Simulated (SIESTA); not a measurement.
Band structure of Zr₂Sb₃Pd (P-4m2, 6 atoms in the cell).

```yaml
crystal:
  lattice:
    - [3.96126, 0.00000, 0.00000]
    - [0.00000, 3.96126, 0.00000]
    - [0.00000, 0.00000, 8.73892]
  atoms:
    - { symbol: Zr, position: [0.50000, 0.00000, 0.73919] }
    - { symbol: Zr, position: [0.00000, 0.50000, 0.26081] }
    - { symbol: Sb, position: [0.50000, 0.00000, 0.38377] }
    - { symbol: Sb, position: [0.00000, 0.50000, 0.61623] }
    - { symbol: Sb, position: [0.00000, 0.00000, 0.00000] }
    - { symbol: Pd, position: [0.50000, 0.50000, 0.00000] }
```

Computed with GGA PBEsol, numerical atomic orbitals TZP, PseudoDojo PBEsol standard norm-conserving potentials (rewritten from UPF to PSML) (SIESTA).

Settings: XC.functional = GGA; XC.authors = PBEsol; potentials = PseudoDojo PBEsol standard; PAO.BasisSize = TZP; PAO.EnergyShift = 0.01 Ry; MeshCutoff = 350 Ry; kgrid.MonkhorstPack = 7 7 3; OccupationFunction = MP; OccupationMPOrder = 0; ElectronicTemperature = 136 meV; MaxSCFIterations = 150; SCF.Mixer.Method = Pulay; SCF.Mixer.Weight = 0.2; SCF.Mixer.History = 8.

The starting cell comes from a database of computed structures (which also holds hypothetical and non-ambient phases and stackings), without a prior relaxation at this level. Spin-orbit coupling is off. Spin polarisation is off. Values carry the incompleteness of an atom-centred basis.

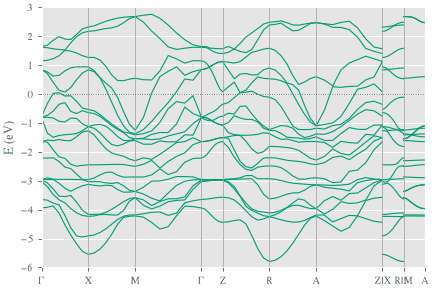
*Bands along the path, energies from the Fermi level.*

Levels in eV from the Fermi level, bands 40 to 45:
```tsv
point	40	41	42	43	44	45
Γ	-0.82	-0.82	-0.79	-0.79	0.85	0.85
X	-1.13	-1.13	-0.64	-0.53	0.84	0.94
M	-1.61	-1.54	-1.54	-1.41	-1.37	-1.25
Z	-1.07	-1.07	-0.77	-0.36	0.08	1.13
R	-1.36	-1.26	-1.23	-0.11	0.53	0.90
A	-1.64	-1.48	-1.38	-1.18	-1.10	-1.10
```

Bands cross the Fermi level along this path, so the cell is metallic at this level.

Higher empty bands are left out: an atom-centred basis made for the valence describes them poorly.
